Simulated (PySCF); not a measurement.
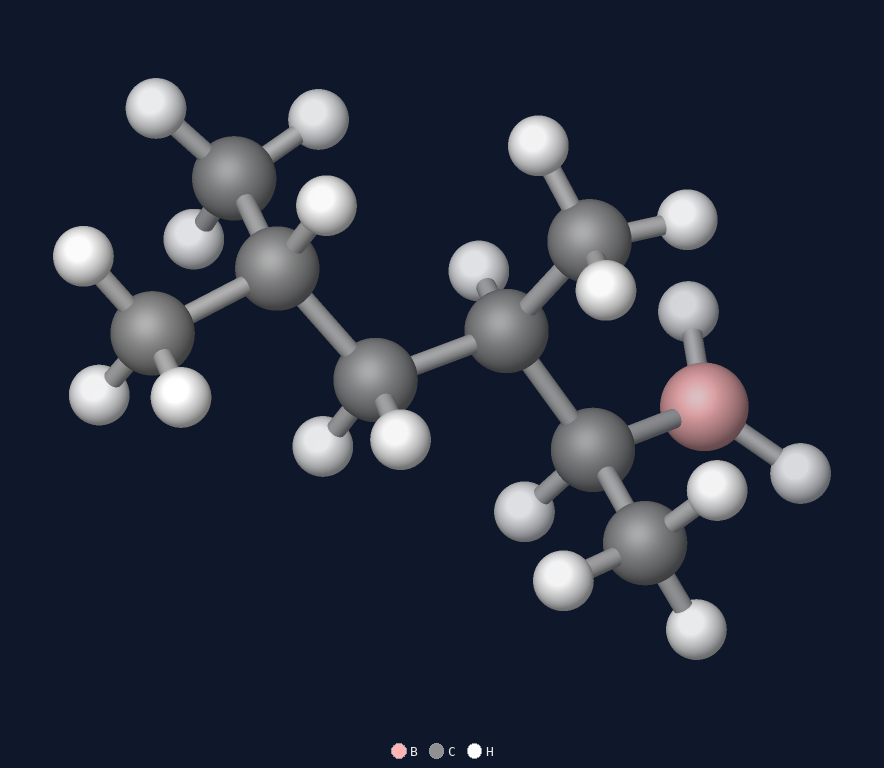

The geometry was computed by an optimisation with GFN2-xTB. No frequency run is at hand to confirm it as a minimum. Method: PBE0/pcSseg-1, gas phase (PySCF 2.14.0).

Q: Estimate the dipole moment.

A: 0.55 D.

Q: What is the HOMO energy (Kohn–Sham orbital)?

A: −8.07 eV.

Q: Give the LUMO energy (Kohn–Sham orbital) at this level.

A: −1.30 eV.

The geometry is semi-empirical. Around B such bond lengths and angles can be off by a tenth of an ångström or more and by several degrees, and values that hang on the shape move with them.
